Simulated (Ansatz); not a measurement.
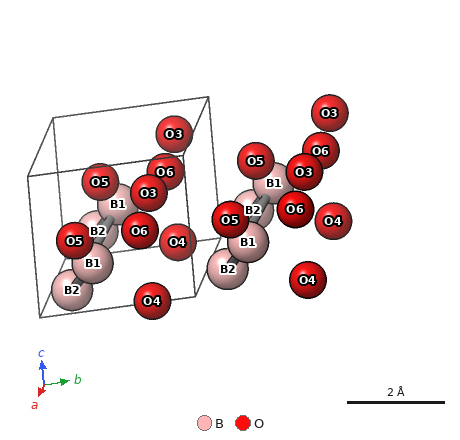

Starting structure of a crystal of BO2 (built on the cubic Laves (C15)_227 type) (coarse preliminary run). Style: ball-and-stick. Shown: the cell of the calculation, reduced to other axes, repeated 2 × 2 × 1 with one cell outlined, from a free direction. Lengths and directions refer to the drawn axes.

Level of theory: Ansatz, DFT PBE, scalar-relativistic, plane waves, PAW.

Input
```yaml
crystal:
  lattice:
    - [-0.0025828495, 3.0200439335, 2.9815126779]
    - [2.9517387925, 0.0883548637, 2.8905749647]
    - [3.0510411825, 3.0284086103, -0.0109475263]
  atoms:
    - { symbol: B, position: [0.4798029314, 0.4642871205, 0.5406152864] }
    - { symbol: B, position: [0.7466908394, 0.750733006, 0.7345837355] }
    - { symbol: O, position: [0.0802918963, 0.1432419234, 0.1631699556] }
    - { symbol: O, position: [0.6456459033, 0.1410115052, 0.1023744346] }
    - { symbol: O, position: [0.1646494271, 0.1151305353, 0.5698801725] }
    - { symbol: O, position: [0.1329190025, 0.6355959096, 0.1393764155] }
basis:
  ecutwfc: 420
kpoints:
  mp_grid: { grid: [6, 6, 6] }
hamiltonian:
  xc: pbe
scf:
  occupations: { method: gaussian, width: 0.1 }
output:
  forces: true
  stress: true
  eigenvalues: true
relax:
  adjacent_minimum: "off"
  f_tol: 0.015
  max_steps: 120
  cell: { stress_tol: 0.15 }
```

Where does the relaxation end?

Answer. The largest move relative to the cell is that of O5, 1.90 Å roughly along [2 0 −3]. Largest moves by element: O 1.90 Å, B 0.78 Å. The drawn cell changes as follows: a 4.132 → 4.548 Å (+10.1 %), b 4.132 → 4.507 Å (+9.1 %), c 4.163 → 4.585 Å (+10.1 %), α 62.1° → 58.6°, β 61.5° → 58.2°, γ 62.7° → 59.0°; the volume changes by +22.3 %. Near-neighbour distances that change, for instance: B2–O3 2.428 → 1.444 Å, B1–O6 2.419 → 1.441 Å, B2–O6 2.398 → 1.440 Å, B2–O5 2.396 → 1.471 Å. New bonds form: B1–O3 (2.36 → 1.45 Å), B1–O4 (2.35 → 1.44 Å), B1–O5 (2.34 → 1.47 Å), B1–O6 (2.42 → 1.44 Å). The space group stays P1 (No. 1). The energy falls by 23.811 eV per cell of the calculation in 21 accepted moves (26 points after the start). The largest force component goes from 1.2 to 0.0024 eV/Å. The pressure goes from 3.61 to 0.01 GPa. The line search rejected the trial steps at points 16, 21 of the run. The SCF was repeated 3 times at an unchanged geometry on a basis and grid sized afresh for the cell, which shifted the energy by 0.138 eV per cell of the calculation at most. The run took roughly 3 core-minutes on a shared host.

Step by step:

```
step  E − E(0), meV/atom  largest force component, eV/Å  pressure, GPa  volume, Å³/atom                      note
   0                0.00                         1.2293           3.61            8.767                          
   1             -312.26                         2.3511         -11.52            9.051                          
   2             -794.89                         4.5019         -19.48            8.640                          
   3            -1380.16                         5.1380         -22.73            8.165                          
   4            -1952.98                         5.1206         -22.63            7.879                          
   5            -2561.41                         4.8128         -22.55            7.839                          
   6            -3186.35                         3.2535          -7.57            7.600                          
   7            -3586.13                         2.5211           2.03            7.590                          
   8            -3765.72                         1.0037          12.99            7.731                          
   9            -3817.98                         0.8195           1.11            8.547                          
  10            -3843.45                         0.8311           0.53            8.937                          
  11            -3871.51                         0.6138           0.31            9.322                          
  12            -3898.11                         0.7091          -0.57            9.708                          
  13            -3902.39                         1.1795          -0.53           10.044                          
  14            -3933.63                         0.2202          -0.44           10.243                          
  15            -3940.61                         0.1341           1.55           10.231                          
  16            -3936.85                         0.0983          -3.43           10.644                  rejected
  17            -3941.37                         0.0151           0.15           10.336                          
  18            -3941.43                         0.0031           0.00           10.352                          
  19            -3964.45                         0.0109           3.05           10.352  same geometry, new basis
  20            -3966.60                         0.0112           0.86           10.615                          
  21            -3965.50                         0.1134          -1.41           10.722                  rejected
  22            -3966.42                         0.0042           0.17           10.691                          
  23            -3966.31                         0.0017           0.00           10.712                          
  24            -3968.42                         0.0021           0.08           10.712  same geometry, new basis
  25            -3968.39                         0.0024           0.01           10.720                          
  26            -3968.43                         0.0024           0.01           10.720  same geometry, new basis
```

The structure at the end:

```xyz
6
Lattice="-0.0103 3.1558 3.1210 3.2500 -0.0675 3.1803 3.1741 3.1351 0.0106" Properties=species:S:1:pos:R:3 pbc="T T T"
B     2.7074    3.0862    2.6578
B     4.2266    4.7153    4.1714
O     1.8899    2.6952    3.7841
O     3.8200    3.9197    3.0378
O     5.0840    3.8534    4.9993
O     3.1169    1.9564    1.8631
```

The end point in the same view:

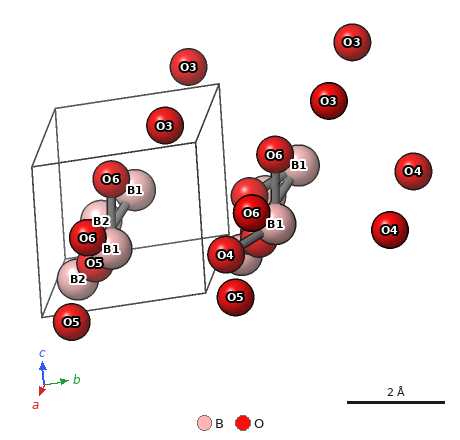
